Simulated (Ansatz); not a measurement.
**CHGaP (quartet): correlated methods under varied settings at a displaced geometry (v2)**

What do other methods and options give for CHGaP (quartet) at this geometry, and how long do they take?

Program: Ansatz 0.2.0, Gaussian basis. Level of theory: the settings change from run to run. These are calculated values, not measurements.

37 further runs of the same task are left out: 10 for a known fault of the program, 13 that didn't finish, 14 set aside as unsound or not needed. Runs told in other sessions of the task aren't counted.

## 1. The system

The geometry is a PBE0/def2-TZVP stationary point (not a proven minimum) with its atoms shifted at random (size 0.100 Å). No spin-orbit coupling is included. The filled d shell of Ga may be among the frozen orbitals whatever the setting's name suggests.

4 atoms, charge 0, spin multiplicity 4.

Atoms are counted from 1 here; the program's logs count them from 0.

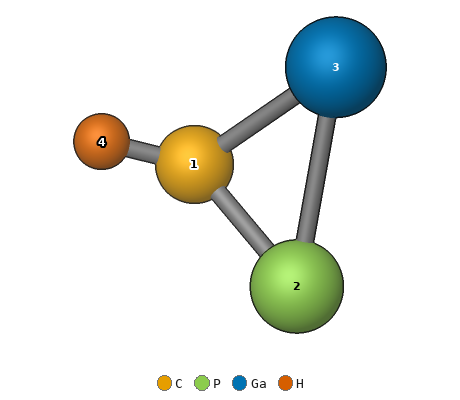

The geometry (carbon amber, phosphorus green, gallium blue, hydrogen orange); atoms are numbered from 1 in the order of the file.

## 2. HF (UHF)/cc-pVDZ

Input file in.yaml:

```yaml
crystal:
  periodic: [false, false, false]
  atoms:
    - {symbol: C, position_ang: [-0.029592, 1.215460, 0.698483]}
    - {symbol: P, position_ang: [-0.048791, -0.343267, 1.533730]}
    - {symbol: Ga, position_ang: [0.018201, -0.086188, -0.812037]}
    - {symbol: H, position_ang: [0.592932, 2.026919, 0.717289]}
basis:
  gaussian: {orbitals: cc-pVDZ}
magnetization: {spin_polarized: true, initial_magnetization: 3}
hamiltonian: {xc: hf}
scf: {lower_state_search: off}
output: {orbitals: {seedname: orbitals}}
```

Command:

```
ansatz run in.yaml --threads 1 --pin off --events-out ev --progress --plain --max-ram 2393MiB
```

Standard output:

```text
Functional definition: HF
  name "HF"
  cite "Fock, Z. Phys. 61, 126 (1930) doi:10.1007/BF01340294"
  parent pbe
  exchange = exact_x
  correlation = 0
these checks for a lower state are left out or cut short: stability, starts, cluster_reference, orbital_swaps, neighbouring_geometries, increment
692 factors; integrals over basis functions are off by at most 8.0e-4 eV
mean field evaluation 1: about -62645.7250 eV, gradient 1.7e1 eV
mean field evaluation 2: about -62645.7731 eV, gradient 1.7e1 eV
mean field evaluation 4: about -62648.1158 eV, gradient 2.5e0 eV
mean field evaluation 8: about -62648.2623 eV, gradient 3.5e-1 eV
mean field evaluation 16: about -62648.2722 eV, gradient 3.3e-6 eV
mean field -62648.27215711 eV, -2302.2815372497 hartree, gradient 3.3e-6 eV, S^2 3.870287; 0 other end points of the search recorded, 0 dependent functions left out
reference -62648.27215711 eV, -2302.2815372497 hartree; 28, 25 occupied and 36, 39 virtual orbitals, 692 factors
Total energy: -62648.27215711 eV, -2302.2815372497 hartree
Checks for a lower state left out: stability, starts, cluster_reference, orbital_swaps, neighbouring_geometries, increment
```

It took 1.5 s on 1 thread of Intel Xeon Platinum 8259CL at 2.50GHz, shared host.

From the report: ⟨S²⟩ of the determinant 3.870 (pure quartet: 3.75).

## 3. BCCD on ROHF/6-31G

Input file in.yaml:

```yaml
crystal:
  periodic: [false, false, false]
  atoms:
    - {symbol: C, position_ang: [-0.029592, 1.215460, 0.698483]}
    - {symbol: P, position_ang: [-0.048791, -0.343267, 1.533730]}
    - {symbol: Ga, position_ang: [0.018201, -0.086188, -0.812037]}
    - {symbol: H, position_ang: [0.592932, 2.026919, 0.717289]}
basis:
  gaussian: {orbitals: 6-31G, point_charges: [{charge: 1.00, position_ang: [4.612, 0.579, -0.017]}]}
magnetization: {spin_polarized: false, initial_magnetization: 3}
correlation: {method: bccd, electrons: outside_noble_gas}
```

Same command.

Standard output, shortened:

```text
Functional definition: HF
  name "HF"
  cite "Fock, Z. Phys. 61, 126 (1930) doi:10.1007/BF01340294"
  parent pbe
[...]
549 factors; integrals over basis functions are off by at most 3.6e-4 eV
[...]
mean field -62637.94855701 eV, -2301.9021519436 hartree, gradient 2.7e-6 eV, S^2 3.750000; 12 other end points of the search recorded, 0 dependent functions left out
[...]
determinant -62637.94855701 eV, -2301.9021519436 hartree, with singles and doubles -62643.06971426 eV, -2302.0903510013 hartree
determinant -62637.41202452 eV, -2301.8824347384 hartree, with singles and doubles -62641.99752585 eV, -2302.0509488041 hartree
determinant -62636.82106098 eV, -2301.8607172287 hartree, with singles and doubles -62641.42358837 eV, -2302.0298569905 hartree
determinant -62635.53536834 eV, -2301.8134688959 hartree, with singles and doubles -62640.40639775 eV, -2301.9924759250 hartree
20 core orbitals not correlated: weight in the atoms' cores, before any rotation towards them, 0.978 or more for the frozen orbitals, at most 0.020 for the correlated occupied ones
reference -62637.94855701 eV, -2301.9021519436 hartree; 8, 5 occupied and 25, 28 virtual orbitals, 549 factors
second order -4.33971292 eV of doubles, -0.19141625 eV of singles
cycle   1  -5.11295316 eV  change    8.2e-3 eV  update   2.4e-2
[...]
cycle  16  -5.11754651 eV  change   -1.5e-5 eV  update   1.5e-5
Total energy: -62643.06610352 eV, -2302.0902183091 hartree
```

It took 19 s on 1 thread of Intel Xeon Platinum 8259CL at 2.50GHz, shared host.

From the report: correlation -5.1175 eV; largest double amplitude 0.06.

## 4. HF (UHF)/6-31G*

Input file in.yaml:

```yaml
crystal:
  periodic: [false, false, false]
  atoms:
    - {symbol: C, position_ang: [-0.029592, 1.215460, 0.698483]}
    - {symbol: P, position_ang: [-0.048791, -0.343267, 1.533730]}
    - {symbol: Ga, position_ang: [0.018201, -0.086188, -0.812037]}
    - {symbol: H, position_ang: [0.592932, 2.026919, 0.717289]}
basis:
  gaussian: {orbitals: "6-31G*"}
magnetization: {spin_polarized: true, initial_magnetization: 3}
hamiltonian: {xc: hf, pseudopotentials: {relativity: scalar}}
output: {orbitals: {seedname: orbitals}}
```

Launched as before.

Standard output, shortened:

```text
Functional definition: HF
  name "HF"
  cite "Fock, Z. Phys. 61, 126 (1930) doi:10.1007/BF01340294"
  parent pbe
[...]
651 factors; integrals over basis functions are off by at most 6.3e-4 eV
[...]
mean field -63075.98717023 eV, -2317.9997740664 hartree, gradient 2.2e-5 eV, S^2 3.876533; 2 other end points of the search recorded, 0 dependent functions left out
reference -63075.98717023 eV, -2317.9997740664 hartree; 28, 25 occupied and 43, 46 virtual orbitals, 651 factors
Total energy: -63075.98717023 eV, -2317.9997740664 hartree
Relativity: scalar
```

It took 6 s on 1 thread of Intel Xeon Platinum 8259CL at 2.50GHz, shared host.

From the report: ⟨S²⟩ of the determinant 3.877 (pure quartet: 3.75).

## 5. CCSD/6-31G*

in.yaml: that of step 4 with these lines changed.

```diff
@@ -10,3 +10,4 @@
 magnetization: {spin_polarized: true, initial_magnetization: 3}
-hamiltonian: {xc: hf, pseudopotentials: {relativity: scalar}}
-output: {orbitals: {seedname: orbitals}}
+hamiltonian: {xc: {name: PBE}}
+correlation: {method: ccsd, electrons: outside_noble_gas, diis_vectors: 2}
+accuracy: high
```

Same command.

Standard output, shortened:

```text
Functional definition: PBE
  name "PBE"
  cite "Perdew, Burke & Ernzerhof, Phys. Rev. Lett. 77, 3865 (1996) doi:10.1103/PhysRevLett.77.3865"
  parent pbe
[...]
1383 factors; integrals over basis functions are off by at most 4.8e-9 eV
[...]
mean field -62694.50239135 eV, -2303.9804670219 hartree, gradient 8.2e-8 eV, S^2 3.760024; 6 other end points of the search recorded, 0 dependent functions left out
20 core orbitals not correlated: weight in the atoms' cores, before any rotation towards them, 0.990 or more for the frozen orbitals, at most 0.008 for the correlated occupied ones
reference -62639.68721058 eV, -2301.9660462838 hartree; 8, 5 occupied and 43, 46 virtual orbitals, 1383 factors
second order -7.49973477 eV of doubles, -0.40996612 eV of singles
cycle   1  -7.77686545 eV  change    1.3e-1 eV  update   1.0e-1
[...]
cycle  54  -8.15515522 eV  change  -1.9e-11 eV  update   1.6e-9
Total energy: -62647.84236579 eV, -2302.2657427102 hartree
```

It took 21 s on 1 thread of Intel Xeon Platinum 8259CL at 2.50GHz, shared host; peak memory 0.35 GiB.

From the report: ⟨S²⟩ of the determinant 3.760 (pure quartet: 3.75); correlation -8.1552 eV; T1 0.020; largest double amplitude 0.05. The orbitals are Kohn-Sham ones, so correlation energy and T1 don't compare with those on Hartree-Fock orbitals.

## 6. MP2 on UHF/def2-SVP

in.yaml: that of step 5 with these lines changed.

```diff
@@ -8,6 +8,4 @@
 basis:
-  gaussian: {orbitals: "6-31G*"}
+  gaussian: {orbitals: def2-SVP}
 magnetization: {spin_polarized: true, initial_magnetization: 3}
-hamiltonian: {xc: {name: PBE}}
-correlation: {method: ccsd, electrons: outside_noble_gas, diis_vectors: 2}
-accuracy: high
+correlation: {method: mp2, electrons: outside_noble_gas}
```

Launched as before.

Standard output, shortened:

```text
Functional definition: HF
  name "HF"
  cite "Fock, Z. Phys. 61, 126 (1930) doi:10.1007/BF01340294"
  parent pbe
[...]
674 factors; integrals over basis functions are off by at most 1.1e-3 eV
[...]
mean field -62638.50247856 eV, -2301.9225081853 hartree, gradient 2.8e-6 eV, S^2 3.872473; 9 other end points of the search recorded, 0 dependent functions left out
20 core orbitals not correlated: weight in the atoms' cores, before any rotation towards them, 0.988 or more for the frozen orbitals, at most 0.011 for the correlated occupied ones
reference -62638.50247856 eV, -2301.9225081853 hartree; 8, 5 occupied and 41, 44 virtual orbitals, 674 factors
second order -6.86377073 eV of doubles, -0.00000000 eV of singles
Total energy: -62645.36624929 eV, -2302.1747471071 hartree
```

It took 7 s on 1 thread of Intel Xeon Platinum 8259CL at 2.50GHz, shared host.

From the report: ⟨S²⟩ of the determinant 3.872 (pure quartet: 3.75).

## 7. All runs side by side

Where basis and cores are those of an earlier UCCSDT(Q)/cc-pVDZ run (-62656.6016 eV), and the records show the same count of frozen orbitals and kind of state, the miss against it is given; a blank cell means that this couldn't be shown.

| level | correlated | functions | energy (eV) | from UCCSDT(Q) (meV) | time |
| --- | --- | --- | --- | --- | --- |
| HF (UHF)/cc-pVDZ |  | 64 | -62648.2722 | 8329.5 | 1.5 s |
| BCCD on ROHF/6-31G (beside a point charge) | outside noble gas | 53 | -62643.0661 |  | 19 s |
| HF (UHF)/6-31G* (relativity set) |  | 71 | -63075.9872 |  | 6 s |
| CCSD/6-31G* (on PBE orbitals) | outside noble gas | 71 | -62647.8424 |  | 21 s |
| MP2 on UHF/def2-SVP | outside noble gas | 69 | -62645.3662 |  | 7 s |

## 8. What came out

| quantity | value |
| --- | --- |
| runs | 5 |
| quickest | HF (UHF)/cc-pVDZ, 1.5 s |
| slowest | CCSD/6-31G* (on PBE orbitals), 21 s |

What this shows: Total energies in different bases, with other cores or another treatment of relativity can't be set against each other. «valence» and «outside noble gas» are the program's key words; the logs give how many orbitals each freezes, and for Ga to Kr the 3d shell needn't follow the word's plain sense. CCSD/6-31G* (on PBE orbitals) took 14 times as long as HF (UHF)/cc-pVDZ; the jobs differ in more than the method. Hartree-Fock, CASSCF and CASCI lack dynamic correlation by design.
